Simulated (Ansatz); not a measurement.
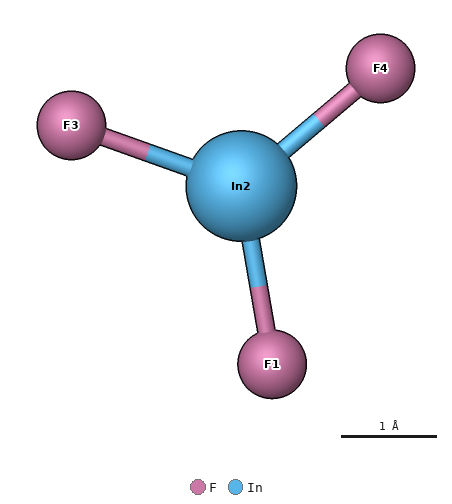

Fig. 1: The structure (ball-and-stick view, seen on its broad side; atoms are numbered from 1 in the order of the input). Sticks mark near contacts.

**Two runs on InF₃**

System: InF₃.
Method of run 1: RKS PBE0-D4/def2-TZVPP (Ansatz 0.2.0).

The geometry comes from this level: PBE0-D4/def2-TZVP. Text and figures count atoms from 1; the logs count them from 0 in places.

### Input file, run 1
```yaml
crystal:
  periodic: [false, false, false]
  atoms:
    - {symbol: F, position_ang: [-1.305657, -0.375485, 1.339823]}
    - {symbol: In, position_ang: [0.013932, -0.015074, -0.005127]}
    - {symbol: F, position_ang: [1.768078, -0.777134, 0.143748]}
    - {symbol: F, position_ang: [-0.420952, 1.107392, -1.498744]}
basis:
  gaussian: {orbitals: def2-TZVPP}
hamiltonian: {xc: pbe0, dispersion: d4}
output: {orbitals: {seedname: orbitals}}
```

Hardware: 2 CPU threads, shared host.

### Output (run 1)
```
Functional definition: PBE0
  parameter a = 0.25
  parameter kappa = 0.804
  parameter beta = 0.06672455060314922
  exchange = (1 - a)*pbe_x(kappa = kappa, mu = beta*pi^2/3) + a*exact_x
  correlation = pbe_c(beta = beta)
949 factors; their error is unknown
mean field evaluation 1: about -13315.3478 eV, gradient 6.8e1 eV
mean field evaluation 2: about -13294.0292 eV, gradient 1.4e2 eV
mean field evaluation 4: about -13322.3638 eV, gradient 1.0e0 eV
mean field evaluation 8: about -13322.4403 eV, gradient 3.9e-2 eV
mean field evaluation 16: about -13322.4403 eV, gradient 1.1e-5 eV
mean field -13322.44033778 eV, -489.5906521392 hartree, gradient 1.1e-5 eV, S^2 0.000000; 0 other end points of the search recorded, 0 dependent functions left out
reference -13322.44038649 eV, -489.5906539292 hartree; 24, 24 occupied and 119, 119 virtual orbitals, 949 factors
Total energy: -13322.48895178 eV, -489.5924386706 hartree
```

For run 2 the input was changed thus:
```diff
-  gaussian: {orbitals: def2-TZVPP}
+  gaussian: {orbitals: def2-SVP}
```

Predict how the results change.

The total energy of run 2 is 250.1 kcal/mol higher, which measures the change of basis and not a stability. The HOMO goes from −11.14 to −10.86 eV. The LUMO goes from −3.42 to −3.23 eV. The basis functions go from 143 to 68.

### Output (run 2)
```
Functional definition: PBE0
  parameter a = 0.25
  parameter kappa = 0.804
  parameter beta = 0.06672455060314922
  exchange = (1 - a)*pbe_x(kappa = kappa, mu = beta*pi^2/3) + a*exact_x
  correlation = pbe_c(beta = beta)
720 factors; integrals over basis functions are off by at most 2.4e-4 eV
mean field evaluation 1: about -13305.2250 eV, gradient 6.1e1 eV
mean field evaluation 2: about -13289.1630 eV, gradient 1.2e2 eV
mean field evaluation 4: about -13311.5274 eV, gradient 9.8e-1 eV
mean field evaluation 8: about -13311.5929 eV, gradient 1.8e-2 eV
mean field evaluation 16: about -13311.5929 eV, gradient 3.1e-5 eV
mean field -13311.59290839 eV, -489.1920164616 hartree, gradient 3.1e-5 eV, S^2 0.000000; 0 other end points of the search recorded, 0 dependent functions left out
reference -13311.59294689 eV, -489.1920178766 hartree; 24, 24 occupied and 44, 44 virtual orbitals, 720 factors
Total energy: -13311.64151218 eV, -489.1938026180 hartree
```

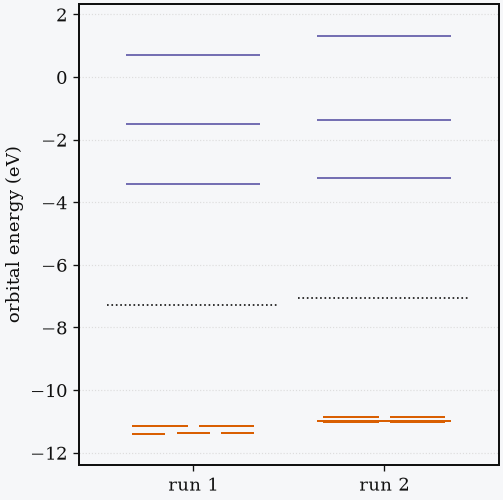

Fig. 2: The five highest filled and three lowest empty orbital energies of the two runs; the dotted lines part filled from empty levels. The HOMO–LUMO gap is 7.73 eV in run 1 and 7.63 eV in run 2.

### The two runs side by side

| quantity | run 1 | run 2 |
| --- | --- | --- |
| outcome | converged | converged |
| total energy (hartree) | −489.592439 | −489.193803 |
| HOMO (eV) | −11.14 | −10.86 |
| LUMO (eV) | −3.42 | −3.23 |
| basis functions | 143 | 68 |
| wall time (shared host) | 1.1 s | 0.55 s |
